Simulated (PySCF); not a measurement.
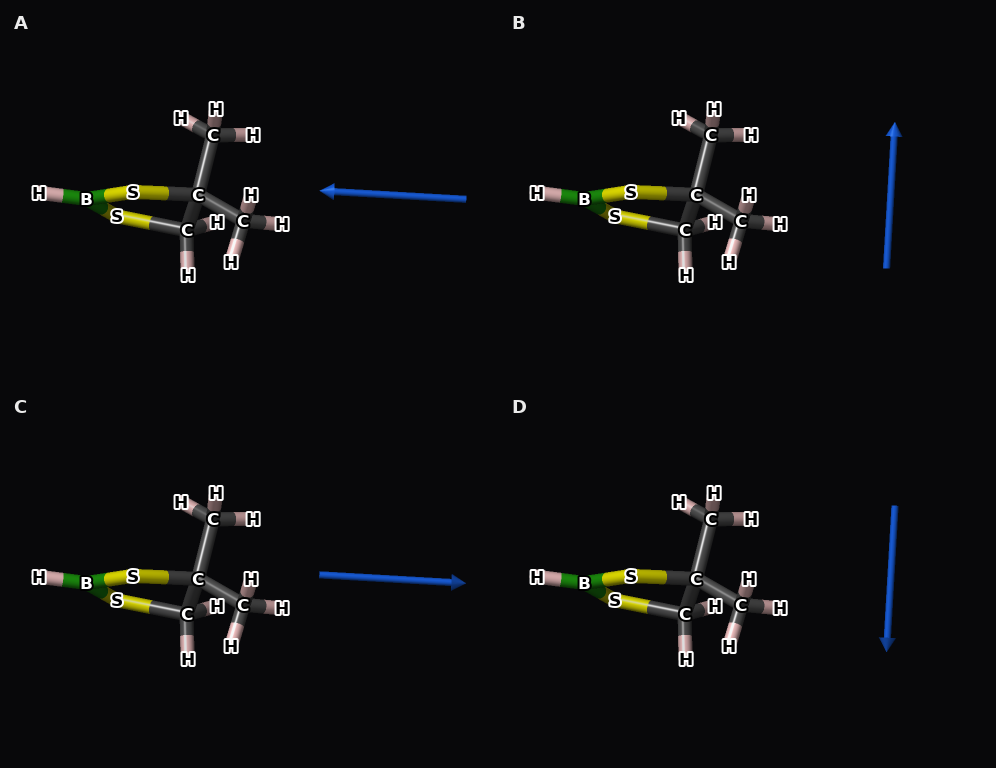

The same molecule four times, each with an arrow. Computed geometry: GFN2-xTB optimisation. No frequency run is at hand to confirm it as a minimum. Method: PBE0/pcSseg-1, gas phase (PySCF 2.14.0).

### Which arrow points along the dipole moment, from the negative to the positive end?

C. The dipole moment is 2.57 D.

The geometry is semi-empirical. Around B such bond lengths and angles can be off by a tenth of an ångström or more and by several degrees, and values that hang on the shape move with them.
